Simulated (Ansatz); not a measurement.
NiTe (NiAs type)

```
NiTe
1.0
    3.97290     0.00000     0.00000
   -1.98645     3.44064     0.00000
    0.00000     0.00000     5.17540
Ni Te
2 2
Cartesian
  0.00000   0.00000   0.00000
  0.00000   0.00000   2.58770
  0.00000   2.29376   1.29385
  1.98645   1.14688   3.88155
```

E(V) scan at fixed shape, V₀ the volume above. Symmetry pins the atoms to their sites.

Calculation: PBEsol (plane waves to 420 eV, PAW, scalar-relativistic; Ansatz, a first-principles code). k mesh 14×14×9 (Γ-centred), Fermi-Dirac smearing 0.05 eV. Energies are smeared free energies. With the shape held, the modulus is that of even scaling; a crystal free to change shape is softer. NiTe is run without spin polarisation. NiTe was relaxed with its symmetry unable to fall. Spin-orbit coupling is left out, though Te is heavy. ΔE is measured from the relaxed starting cell.

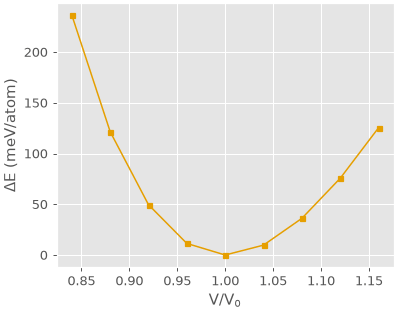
Fig. 1. ΔE (meV/atom) against V/V₀; one marker a computed point.

Task: What is ΔE at V/V₀ = 0.840?

Result: About 240 meV/atom.

Task: What is ΔE at V/V₀ = 1.160?

Result: About 130 meV/atom.

Task: What bulk modulus at fixed cell shape B₀ follows from a third-order Birch-Murnaghan fit?

Result: About 120 GPa.

(A scan under strain: stresses follow from slopes of the energy per volume, elastic moduli from its curvatures.)
